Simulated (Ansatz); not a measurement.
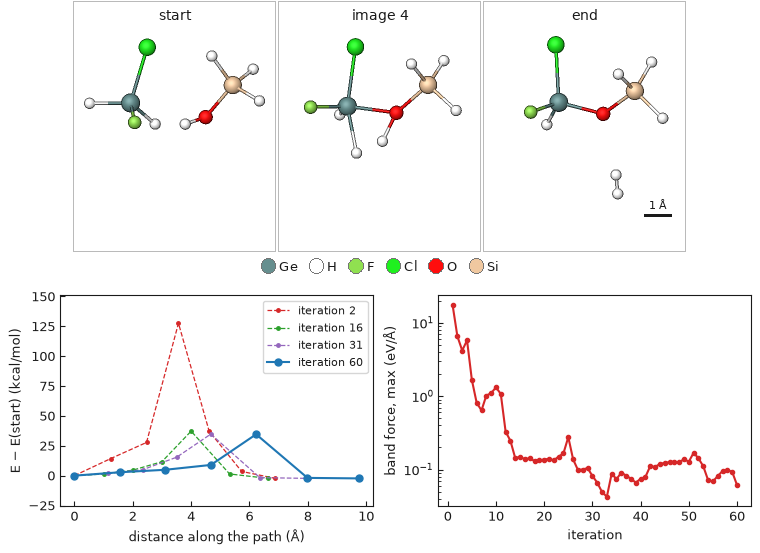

A nudged-elastic-band calculation for GeSiH$_{6}$OClF. Images are numbered from 0 (start) to 6 (end). The plot follows the band through its iterations. The picture is a ball-and-stick view, seen at a tilt.

Computed with RKS PBE-D4/def2-SVP in Ansatz 0.2.0. Settings: 5 movable images; climbing image; force threshold 0.03 eV/Å; iteration limit 60; starting path through a guess of the saddle point.

How did the profile develop, and is the result final?

The result isn't final. The band hadn't converged when the run stopped after 60 iterations. The largest component of the band force went from 18 to 0.061 eV/Å. The barrier read from it is provisional, though the highest image hardly moved in the last two iterations. The first iteration put the highest image at 195.9 kcal/mol. The highest point, image 4, lies 34.6 kcal/mol above the start and 36.9 kcal/mol above the end; the end is at −2.3 kcal/mol relative to the start.

The run took 6.9 min on 4 threads of Arm Neoverse V2, with other jobs on the host, peak memory 0.19 GiB.
